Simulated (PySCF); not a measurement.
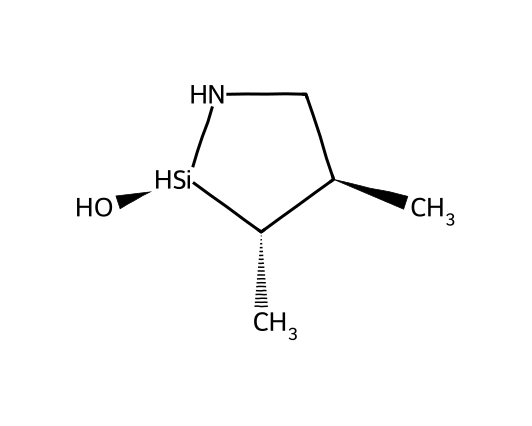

The picture comes from a calculation with PySCF.

Skeletal drawing of a molecule.

Give its SMILES.

C[C@@H]1CN[Si@H](O)[C@H]1C

Give the formula, hydrogens included.

C5H13NOSi.

An optimisation with PBE0-D3(BJ)/def2-SVP gave a structure of which point group?

C1.
